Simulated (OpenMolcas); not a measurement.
**Energy and gradient calculation of CH6Si (part 2 of 2)**

The same run, continued: CH6Si; SVWN5/def2-TZVP, RKS (OpenMolcas 26.06). The geometry comes from this level: GFN2-xTB.

Geometry of the input (Å):
```
C  -0.1809  0.2390  -0.9369
Si 0.1675  -0.2214  0.8688
H  -1.2326  0.1158  -1.1797
H  0.3889  -0.3851  -1.6201
H  0.0839  1.2733  -1.1386
H  -0.6193  0.6394  1.7550
H  1.5927  -0.0402  1.1540
H  -0.2001  -1.6208  1.0975
```

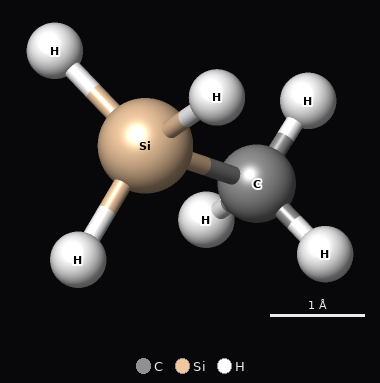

Figure 1. The structure as given in the input (ball-and-stick view, seen at a tilt).

The program's output, continued:
```
++    Optimization specifications:
      ----------------------------

      SCF Algorithm: Conventional
      D(i)-D(i-1) density differences are used
      Number of density matrices in core                 5
      Maximum number of NDDO SCF iterations            400
      Maximum number of HF SCF iterations              400
      Threshold for SCF energy change             1.00E-09
      Threshold for density matrix                1.00E-04
      Threshold for Fock matrix                   1.50E-04
      Threshold for linear dependence             1.00E-09
      Threshold at which DIIS is turned on        1.50E-01
      Maximum depth in the DIIS procedure                5
      Maximum depth in the BFGS Hessian update          30
      Threshold at which QNR/C2DIIS is turned on  7.50E-02
      Threshold for Norm(delta) (QNR/C2DIIS)      1.00E-03
      All orbitals punched on: SCFORB
--

      Input vectors read from INPORB
      Orbital file label: *Guess orbitals

++ Convergence information
                                   SVWN5      iterations: Energy and convergence statistics

Iter     Tot. SVWN5      One-elec.       Two-elec.     Energy      Max Dij or  Max Fij      DNorm      TNorm      AccCon     Time
         Energy          Energy          Energy        Change      Delta Norm                                                in Sec.
   1  -329.397595572  -602.877444250   210.715948456   0.00E+00    3.78E-01*   2.68E-01*    4.80E+00   1.44E+02   None         1.
   2  -329.483537399  -613.142686621   220.895248999  -8.59E-02*   1.20E-01*   5.33E-02*    1.84E+00   1.48E+02   EDIIS        0.
   3  -329.604161434  -605.054475716   212.686414059  -1.21E-01*   7.89E-02*   2.13E-02*    8.16E-01   1.45E+02   c2DIIS       0.
   4  -329.636974852  -607.412867265   215.011992191  -3.28E-02*   9.67E-03*   8.64E-03*    3.05E-01   1.46E+02   c2DIIS       0.
   5  -329.642079912  -607.563049360   215.157069225  -5.11E-03*   2.63E-02*   3.97E-03*    6.25E-02   1.46E+02   QNRc2DIIS    0.
   6  -329.641572893  -607.656645089   215.251171973   5.07E-04*   1.66E-02*   7.24E-03*    7.45E-02   1.46E+02   QNRc2DIIS    0.
   7  -329.642374179  -607.552795100   215.146520698  -8.01E-04*   1.22E-03*   7.79E-04*    4.61E-02   1.46E+02   QNRc2DIIS    0.
   8  -329.642378190  -607.578057782   215.171779369  -4.01E-06*   1.64E-04    1.30E-04     3.93E-03   1.46E+02   QNRc2DIIS    0.
   9  -329.642378254  -607.576648750   215.170370273  -6.43E-08*   2.46E-05    1.49E-05     6.95E-04   1.46E+02   QNRc2DIIS    0.
  10  -329.642378255  -607.576919957   215.170641480  -5.64E-10    8.09E-06    8.00E-06     1.11E-04   1.46E+02   QNRc2DIIS    0.

       Convergence after  10 Iterations
--

 *****************************************************************************************************************************
 *                                             SCF/KS-DFT Program, Final results                                             *
 *                                                       Final Results                                                       *
 *****************************************************************************************************************************

::    Total KS-DFT energy                            -329.6423782548
      One-electron energy                            -607.5769199573
      Two-electron energy                             215.1706414799
      Nuclear repulsion energy                         62.7639002226
      Kinetic energy (interpolated)                   329.4321440814
      Virial theorem                                    1.0006381714
      Total spin, S(S+1)                                0.0000000000
      Total spin, S                                     0.0000000000
      Max non-diagonal density matrix element           0.0000072457
      Max non-diagonal Fock matrix element              0.0000027299

      All orbitals with orbital energies smaller than  E(LUMO)+0.5 are printed

++    Molecular orbitals:
      -------------------

      Title: RKS-DFT orbitals

      Molecular orbitals for symmetry species 1: a

          Orbital            1         2         3         4         5         6         7         8         9        10
          Energy          -65.0915   -9.7678   -5.0022   -3.4416   -3.4416   -3.4413   -0.6325   -0.4730   -0.3689   -0.3688
          Occ. No.          2.0000    2.0000    2.0000    2.0000    2.0000    2.0000    2.0000    2.0000    2.0000    2.0000

          Orbital           11        12        13        14        15        16        17        18        19        20
          Energy           -0.2977   -0.2977   -0.2909   -0.0098    0.0247    0.0248    0.0414    0.0644    0.0743    0.0743
          Occ. No.          2.0000    2.0000    2.0000    0.0000    0.0000    0.0000    0.0000    0.0000    0.0000    0.0000

          Orbital           21        22        23        24        25        26        27        28        29        30
          Energy            0.1487    0.1487    0.1659    0.1659    0.1733    0.2110    0.2560    0.2561    0.2989    0.2989
          Occ. No.          0.0000    0.0000    0.0000    0.0000    0.0000    0.0000    0.0000    0.0000    0.0000    0.0000

          Orbital           31        32        33        34        35
          Energy            0.3087    0.3791    0.4021    0.4245    0.4245
          Occ. No.          0.0000    0.0000    0.0000    0.0000    0.0000

--

++    Molecular charges:
      ------------------

      Mulliken charges per centre and basis function type
      ---------------------------------------------------

                C1      SI2     H3      H4      H5      H6      H7      H8
      1s       3.2814  5.3523  0.8077  0.8077  0.8077  1.0010  1.0010  1.0010
      2px      1.0871  2.8038  0.0103  0.0065  0.0053  0.0024  0.0055  0.0014
      2pz      1.0897  2.7094  0.0065  0.0085  0.0064  0.0029  0.0014  0.0013
      2py      1.0871  2.8010  0.0051  0.0068  0.0102  0.0027  0.0011  0.0054
      3d2+     0.0047  0.0596  0.0000  0.0000  0.0000  0.0000  0.0000  0.0000
      3d1+     0.0055  0.0488  0.0000  0.0000  0.0000  0.0000  0.0000  0.0000
      3d0      0.0013  0.0541  0.0000  0.0000  0.0000  0.0000  0.0000  0.0000
      3d1-     0.0051  0.0503  0.0000  0.0000  0.0000  0.0000  0.0000  0.0000
      3d2-     0.0009  0.0193  0.0000  0.0000  0.0000  0.0000  0.0000  0.0000
      4f3+     0.0004  0.0022  0.0000  0.0000  0.0000  0.0000  0.0000  0.0000
      4f2+    -0.0000  0.0014  0.0000  0.0000  0.0000  0.0000  0.0000  0.0000
      4f1+     0.0002  0.0048  0.0000  0.0000  0.0000  0.0000  0.0000  0.0000
      4f0      0.0003  0.0049  0.0000  0.0000  0.0000  0.0000  0.0000  0.0000
      4f1-     0.0002  0.0047  0.0000  0.0000  0.0000  0.0000  0.0000  0.0000
      4f2-    -0.0000  0.0026  0.0000  0.0000  0.0000  0.0000  0.0000  0.0000
      4f3-     0.0002  0.0011  0.0000  0.0000  0.0000  0.0000  0.0000  0.0000
      Total    6.5640 13.9204  0.8295  0.8296  0.8296  1.0090  1.0090  1.0090

      N-E     -0.5640  0.0796  0.1705  0.1704  0.1704 -0.0090 -0.0090 -0.0090

      Total electronic charge=   26.000000

      Total            charge=   -0.000000
--

++    Molecular properties:
      ---------------------

      Charge (e):
                      =   -0.0000
      Dipole Moment (debye):
      Origin of the operator (angstrom)=    0.0549   -0.0727    0.2853
                   X= -1.2557E-01               Y=  1.6517E-01               Z= -6.4722E-01           Total=  6.7966E-01
      Quadrupole Moment (debye*angstrom):
      Origin of the operator (angstrom)=    0.0549   -0.0727    0.2853
                  XX= -2.3069E+01              XY=  3.1266E-03              XZ= -1.0882E-02              YY= -2.3069E+01
                  YZ=  1.4022E-02              ZZ= -2.3119E+01
      In traceless form (debye*angstrom)
                  XX=  2.5158E-02              XY=  4.6900E-03              XZ= -1.6323E-02              YY=  2.4655E-02
                  YZ=  2.1033E-02              ZZ= -4.9813E-02
--

--- Stop Module: scf /rc=_RC_ALL_IS_WELL_ ---
--- Module scf spent 5 seconds ---

--- Start Module: alaska ---

                                              &ALASKA

                       available to each process: 1.9 GB of memory, 1 thread

                     Threshold for contributions to the gradient: 1.000E-07

                    ********************************************
                    * Symmetry Adapted Cartesian Displacements *
                    ********************************************

           Irreducible representation : a
           Basis function(s) of irrep: x, y, xy, Rz, z, xz, Ry, yz, Rx, I

 Basis Label        Type   Center Phase
   1   C1           x         1     1
   2   C1           y         1     1
   3   C1           z         1     1
   4   SI2          x         2     1
   5   SI2          y         2     1
   6   SI2          z         2     1
   7   H3           x         3     1
   8   H3           y         3     1
   9   H3           z         3     1
  10   H4           x         4     1
  11   H4           y         4     1
  12   H4           z         4     1
  13   H5           x         5     1
  14   H5           y         5     1
  15   H5           z         5     1
  16   H6           x         6     1
  17   H6           y         6     1
  18   H6           z         6     1
  19   H7           x         7     1
  20   H7           y         7     1
  21   H7           z         7     1
  22   H8           x         8     1
  23   H8           y         8     1
  24   H8           z         8     1

                     No automatic utilization of translational and rotational invariance of the energy is employed.

 Rotational correction to the DFT gradient is turned off due to close-to-degeneracy problems!

 DFT contribution computed for a moving grid.

 Conventional ERI gradients!

 **************************************************
 *              Molecular gradients               *
 **************************************************

  Irreducible representation: a
 ------------------------------------------------------------------------------------------
                              X                       Y                       Z
 ------------------------------------------------------------------------------------------
  C1               -3.32668762137933E-03    4.31625681536985E-03   -1.66850782621557E-02
  SI2               4.79129100624509E-03   -6.30863034732898E-03    2.49524823460563E-02
  H3                9.35716836435452E-03    1.49794506346793E-03    6.94120408898158E-04
  H4               -5.44098174102747E-03    6.00493880172515E-03    4.62026675648008E-03
  H5               -2.69155118102726E-03   -8.99572051421682E-03    2.96261408751830E-04
  H6                5.44101832532617E-03   -5.89633029379000E-03   -7.64865044069385E-03
  H7               -1.05422169777811E-02   -9.92905922840237E-04   -3.32928995643778E-03
  H8                2.41195982528830E-03    1.03744463975799E-02   -2.90011226077225E-03
 ------------------------------------------------------------------------------------------

--- Stop Module: alaska /rc=_RC_ALL_IS_WELL_ ---
--- Module alaska spent 3 seconds ---

.##################.
.# Happy landing! #.
.##################.

    Timing: Wall=12.40 User=11.43 System=0.89
```

Summary:

- outcome: converged
- total energy: −329.642378 hartree
- basis functions: 104
- largest force: 1.346 eV/Å
- HOMO: −7.92 eV
- LUMO: −0.27 eV
- dipole moment: 0.68 debye
- hardware: 1 thread of Arm Neoverse V2, 24 GiB of memory available, shared host
- wall time: 13 s
- peak memory: 0.59 GiB
